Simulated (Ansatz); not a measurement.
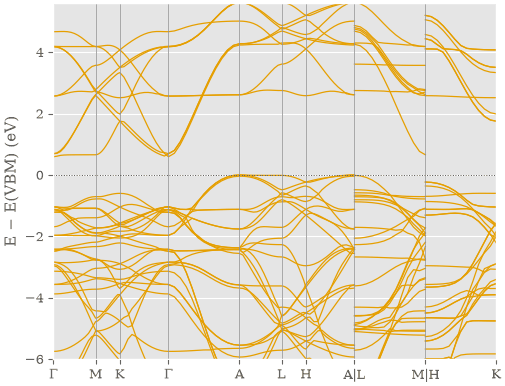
Figure: Band structure from plane-wave PAW LDA (Ansatz code)

**Question.** Read off the gap and where the band edges lie.

**Answer.** About 0.6 eV (0.59 eV by a search for the band edges); maximum at A, minimum at Γ.

The material is WO3 in space group P6/mmm (No. 191; W on 3f, O on 6l, O on 3g).

The workflow started from a Materials Project entry (that database holds measured and hypothetical structures alike); the Crystallography Open Database files this formula in space group No. 191, but the cells were not matched. Whether it is the stable phase at ambient conditions was not checked. The LDA relaxation kept the symmetry of its start. At this level the phase is dynamically unstable (imaginary phonons). No spin polarisation was allowed. No Hubbard U is applied. Spin–orbit coupling is left out wherever it is not named.

Potentials: the later of the program's two PAW sets.
